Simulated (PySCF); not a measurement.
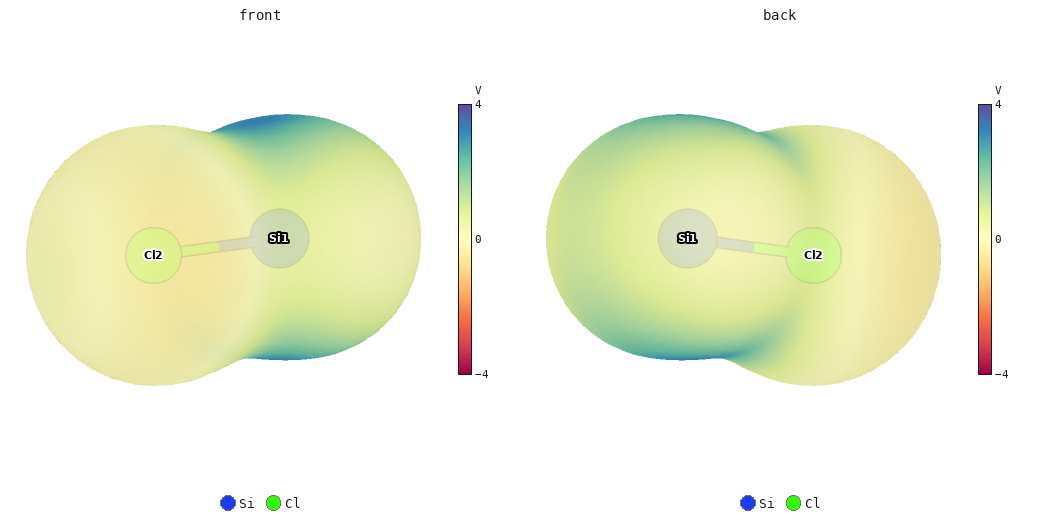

Figure. SiCl (doublet). The molecular electrostatic potential painted on the density surface at 0.004 e/bohr³, seen from the front and from behind; red is negative and blue positive.

Computed with PySCF, PBE0/pcseg-1, non-relativistic, at a bond length of 2.097 Å.

```xyz
2

Si    0.0000    0.0000   -1.1650
Cl    0.0000    0.0000    0.9320
```

Describe the electrostatic potential map.

The most negative region (about −0.4 V, or −9 kcal/mol for a unit charge) lies over Cl2, the most positive (about +3.2 V, or +74 kcal/mol for a unit charge) over Si1.
